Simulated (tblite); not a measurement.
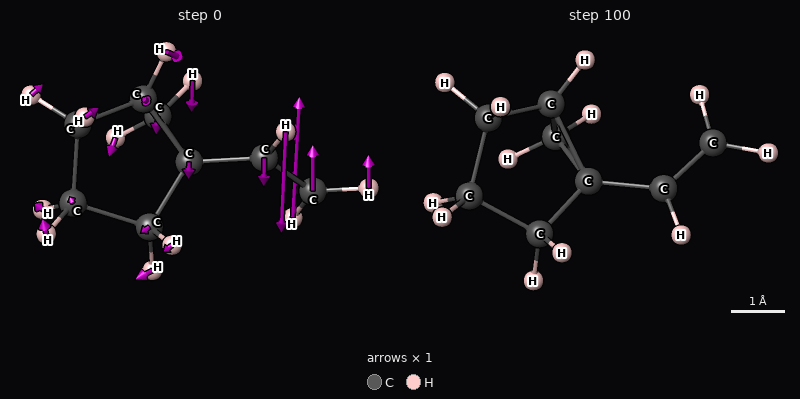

The structure of C8H12 (charge +1, multiplicity 2) before (left) and after (right) a relaxation, at one scale. The purple arrows give the displacements, at their true length.

Style: ball-and-stick. Shown from a free direction.

Level of theory: GFN2-xTB geometry optimisation, gas phase in tblite. 

> What changed between the two?

The atom that moves furthest after the best rigid fit is an H atom (2.42 Å). Largest moves by element: H 2.42 Å, C 0.95 Å. Some distances before and after: C–C 1.506 → 1.638 Å, C–C 1.441 → 1.349 Å, C–C 1.502 → 1.461 Å, C–C 1.508 → 1.489 Å. Bond angles that change, for instance: C–C–C 59.7° → 66.6°, C–C–H 120.5° → 115.4°, C–C–C 120.8° → 125.9°. Groups turn about C–C by about 100°. After 100 geometry steps the energy has fallen by 19.8 kcal/mol. The run took 0.74 s on 1 thread of Arm Neoverse V1 (shared host).
